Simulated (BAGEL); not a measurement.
**CH5Al (SMILES [CH3][AlH2]) at PBE0/def2-TZVP (density fitting with qzvpp-jkfit)**

What is the energy change on altering one bond length of CH5Al at PBE0/def2-TZVP (density fitting with qzvpp-jkfit)? 

The results are computed with BAGEL 1.2.2.

## 1. The system as given

CH5Al: 7 atoms, total charge 0, spin state singlet. SMILES: `[CH3][AlH2]`. The coordinates come from a PBE0-D4/def2-TZVP relaxation.

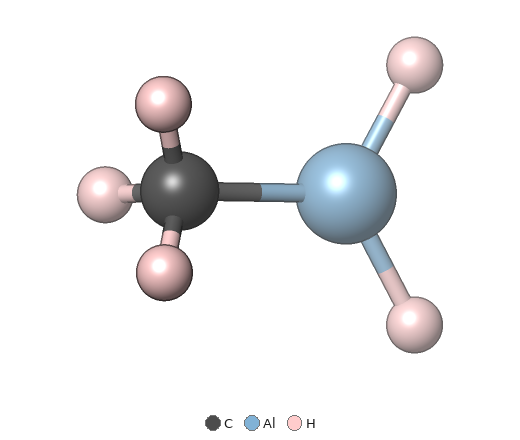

Viewed from a chosen angle; carbon dark grey, aluminium light blue, hydrogen pink.

## 2. The energy at PBE0/def2-TZVP (density fitting with qzvpp-jkfit)

Contents of input.json:

```json
{ "bagel" : [

{
  "title" : "molecule",
  "basis" : "def2-tzvp.json",
  "df_basis" : "qzvpp-jkfit",
  "angstrom" : "true",
  "geometry" : [
    { "atom" : "C", "xyz" : [      -0.448500,      -0.695600,      -0.355500 ] },
    { "atom" : "Al", "xyz" : [       0.562900,       0.778300,       0.424700 ] },
    { "atom" : "H", "xyz" : [      -1.063100,      -1.219600,       0.380800 ] },
    { "atom" : "H", "xyz" : [      -1.134400,      -0.306400,      -1.118200 ] },
    { "atom" : "H", "xyz" : [       0.193400,      -1.425500,      -0.855600 ] },
    { "atom" : "H", "xyz" : [       0.016000,       1.549300,       1.703400 ] },
    { "atom" : "H", "xyz" : [       1.934800,       1.251600,      -0.225400 ] }
  ]
},

{ "title" : "ks", "xc_func" : "pbe0" },

{ "title" : "print", "file" : "orbitals.molden", "orbitals" : "true" }

]}
```

The basis set def2-TZVP is read from a file made from the Basis Set Exchange's data (not shown).

The run is started by

```sh
$ BAGEL_NUM_THREADS=1 BAGEL input.json > input.out
```

The program printed:

```text
* using 1 threads per process

  ===============================================================
  ===============================================================

  *** Geometry ***

  { "atom" : "C", "xyz" : [     -0.847542,     -1.314493,     -0.671798 ] },
  { "atom" : "Al", "xyz" : [      1.063727,      1.470774,      0.802567 ] },
  { "atom" : "H", "xyz" : [     -2.008968,     -2.304710,      0.719608 ] },
  { "atom" : "H", "xyz" : [     -2.143705,     -0.579012,     -2.113092 ] },
  { "atom" : "H", "xyz" : [      0.365473,     -2.693805,     -1.616850 ] },
  { "atom" : "H", "xyz" : [      0.030236,      2.927753,      3.218959 ] },
  { "atom" : "H", "xyz" : [      3.656242,      2.365181,     -0.425944 ] },

  Number of auxiliary basis functions:      293

  Since a DF basis is specified, we compute 2- and 3-index integrals:
    o Being stored without compression. Storage requirement is 0.023 GB

  Number of basis functions:       98
  Number of electrons      :       24

    * METHOD: MOLECULE                             0.11

  *** Kohn-Sham DFT ***

    * Removing 10356 points whose weight is below 1.00e-10
    * Grid points: 93986

  === Nuclear Repulsion ===
    50.6184517267

       - DIIS with orbital gradients will be used.

  === KS iteration (pbe0 / def2-tzvp.json) ===
      0       -223.94488337          0.16769790           0.24
      1       -192.78004772          0.15433412           0.24
      2       -227.18390522          0.16003177           0.24
      3       -278.49082686          0.11683083           0.24
      4       -275.35147343          0.13801170           0.24
      5       -272.28345127          0.13118153           0.24
      6       -273.40168748          0.12192305           0.25
      7       -219.00487214          0.20705500           0.24
      8       -282.99835435          0.03406814           0.25
      9       -283.29520741          0.01717485           0.24
     10       -283.33890985          0.01056833           0.24
     11       -283.36841990          0.00442206           0.24
     12       -283.37416971          0.00111659           0.24
     13       -283.37456401          0.00011141           0.24
     14       -283.37456753          0.00002181           0.23
     15       -283.37456765          0.00000520           0.24
     16       -283.37456766          0.00000080           0.24
     17       -283.37456766          0.00000017           0.24
     18       -283.37456766          0.00000003           0.24
     19       -283.37456766          0.00000001           0.23
    * SCF iteration converged.

    * Permanent dipole moment:
           (    0.152827,     0.229088,     0.116817) a.u.

    * METHOD: KS                                   5.26

    * METHOD: PRINT                                0.03

  ===============================================================
```

Run time: 5.7 s. Hardware: 1 thread of Arm Neoverse V1, shared host; peak memory 0.41 GiB.

## 3. The distorted shape at the same level

Contents of calc.json:

```json
{ "bagel": [

{
  "title": "molecule",
  "basis": "def2-tzvp.json",
  "df_basis": "qzvpp-jkfit",
  "angstrom": "true",
  "geometry": [
    { "atom": "C", "xyz": [   -0.654254,   -0.766584,   -0.258000 ] },
    { "atom": "Al", "xyz": [    0.357146,    0.707316,    0.522200 ] },
    { "atom": "H", "xyz": [   -1.268854,   -1.290584,    0.478300 ] },
    { "atom": "H", "xyz": [   -1.340154,   -0.377384,   -1.020700 ] },
    { "atom": "H", "xyz": [   -0.012354,   -1.496484,   -0.758100 ] },
    { "atom": "H", "xyz": [   -0.189754,    1.478316,    1.800900 ] },
    { "atom": "H", "xyz": [    1.934800,    1.251600,   -0.225400 ] }
  ]
},
{ "title": "ks", "xc_func": "pbe0" },
{ "title": "print", "file": "orbitals.molden", "orbitals": "true" }

]}
```

The basis set def2-TZVP is read from a file made from the Basis Set Exchange's data (not shown).

The run is started by

```sh
$ BAGEL_NUM_THREADS=1 BAGEL calc.json > calc.out
```

The program printed:

```text
* using 1 threads per process

  ===============================================================
  ===============================================================

  *** Geometry ***

  { "atom" : "C", "xyz" : [     -1.236361,     -1.448634,     -0.487549 ] },
  { "atom" : "Al", "xyz" : [      0.674908,      1.336634,      0.986815 ] },
  { "atom" : "H", "xyz" : [     -2.397787,     -2.438850,      0.903856 ] },
  { "atom" : "H", "xyz" : [     -2.532524,     -0.713152,     -1.928843 ] },
  { "atom" : "H", "xyz" : [     -0.023346,     -2.827945,     -1.432601 ] },
  { "atom" : "H", "xyz" : [     -0.358583,      2.793612,      3.403208 ] },
  { "atom" : "H", "xyz" : [      3.656242,      2.365181,     -0.425944 ] },

  Number of auxiliary basis functions:      293

  Since a DF basis is specified, we compute 2- and 3-index integrals:
    o Being stored without compression. Storage requirement is 0.023 GB

  Number of basis functions:       98
  Number of electrons      :       24

    * METHOD: MOLECULE                             0.11

  *** Kohn-Sham DFT ***

    * Removing 10180 points whose weight is below 1.00e-10
    * Grid points: 94162

  === Nuclear Repulsion ===
    49.9551531899

       - DIIS with orbital gradients will be used.

  === KS iteration (pbe0 / def2-tzvp.json) ===
      0       -223.79557212          0.16556477           0.25
      1       -198.19874993          0.14922678           0.23
      2       -227.11046870          0.15739553           0.23
      3       -279.70753502          0.10568331           0.23
      4       -270.02488460          0.16250420           0.23
      5       -272.89008573          0.12887385           0.24
      6       -272.94552254          0.12820609           0.24
      7       -255.32132829          0.28024060           0.23
      8       -281.14557652          0.05806079           0.24
      9       -283.06513104          0.03021201           0.24
     10       -283.33643539          0.00967635           0.24
     11       -283.35793694          0.00459986           0.24
     12       -283.36441737          0.00035304           0.24
     13       -283.36446764          0.00010186           0.25
     14       -283.36447097          0.00001132           0.24
     15       -283.36447100          0.00000265           0.24
     16       -283.36447100          0.00000050           0.24
     17       -283.36447100          0.00000017           0.24
     18       -283.36447100          0.00000005           0.24
     19       -283.36447100          0.00000003           0.24
     20       -283.36447100          0.00000001           0.24
    * SCF iteration converged.

    * Permanent dipole moment:
           (    0.334034,     0.299880,     0.041447) a.u.

    * METHOD: KS                                   5.49

    * METHOD: PRINT                                0.02

  ===============================================================
```

Wall time 6 s (1 thread of Arm Neoverse V1, shared host); peak memory 0.41 GiB.

## 4. Summary of results

Level: PBE0/def2-TZVP (density fitting with qzvpp-jkfit).

```
                                                          quantity          value
                                         first shape: total energy  -283.37457 Eh
                                        first shape: dipole moment         0.76 D
                                          first shape: HOMO energy       -8.08 eV
                                          first shape: LUMO energy       -1.29 eV
                                        first shape: HOMO–LUMO gap        6.80 eV
                                     distorted shape: total energy  -283.36447 Eh
                                    distorted shape: dipole moment         1.15 D
                                      distorted shape: HOMO energy       -7.84 eV
                                      distorted shape: LUMO energy       -1.38 eV
                                    distorted shape: HOMO–LUMO gap        6.46 eV
energy change with the Al2–H7 bond stretched from 1.590 to 1.829 Å       0.275 eV
```

What this shows: With the Al2–H7 bond stretched from 1.590 to 1.829 Å the energy rises by 0.27 eV (26.5 kJ/mol).
